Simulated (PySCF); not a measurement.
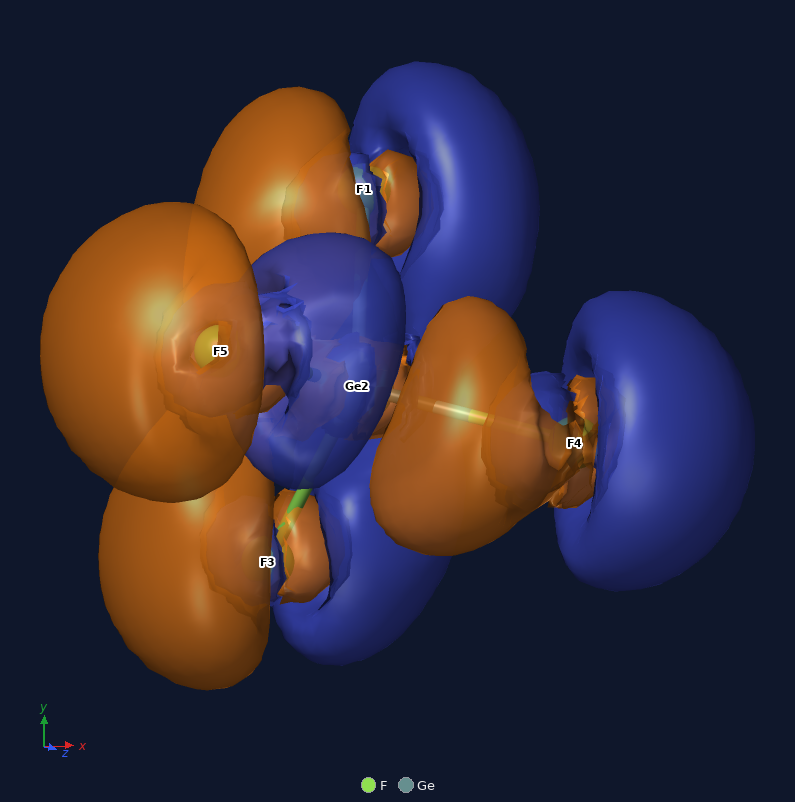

Figure 1: F$_{4}$Ge, SMILES `F[Ge](F)(F)F`. Change of the electron density in a uniform field of 0.21 V/Å, surfaces at ±0.0008 e/Å³ (orange: gain, blue: loss).

Level of theory: ωB97X/def2-TZVP (PySCF), at a geometry from GFN2-xTB. No frequency check shows the geometry to be a minimum. A basis without diffuse functions makes polarisabilities too small. GFN2-xTB bond lengths at metals and heavier atoms can be off by up to 0.1 Å and shapes distorted, which carries into these values.

Question: Along which Cartesian direction does the field point?

Answer: Along +x: electrons gather on the −x side, against the field.

Question: What dipole is induced, and what polarisability does it imply?

Answer: The induced dipole is 0.24 D (along the field); α along this axis, from the fields in both directions, is 23 bohr³ (3.4 Å³).

Question: Which atoms gain and lose the most charge?

Answer: Electrons gather most on F5 (Hirshfeld charge changes by −0.007 e) and leave F4 most (+0.007 e); 0.028 electrons are displaced in all.
